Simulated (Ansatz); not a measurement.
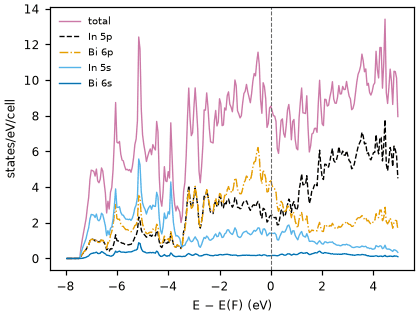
Figure: Total and projected density of states of In5Bi3 in space group I4/mcm (No. 140; In on 4c, In on 16l, Bi on 4a, Bi on 8h), plane-wave PAW PBEsol (Ansatz code)

Question: Which orbitals carry the states next to the Fermi level?

Answer: Within 0.5 eV of the Fermi level: Bi 6p 49 %, In 5p 30 %, In 5s 17 %. Projections are on Löwdin-orthogonalised atomic valence shells; empty p or d shells of many metals are not among them.

Question: Where is the tallest occupied peak in this window, and what makes it?

Answer: Near -5.1 eV, about 12 states/eV per cell; the largest projected share is In 5s.

The first step of the workflow began from a Materials Project structure, measured or hypothetical; the Crystallography Open Database files this formula in space group No. 140, but the cells were not matched. Its standing as an ambient phase is unchecked. The PBEsol relaxation kept the symmetry of its start; whether a distortion lowers the energy is not shown. Scalar-relativistic: spin–orbit coupling is off unless named, which matters more the heavier the elements.

Potentials: the later of the program's two PAW sets.
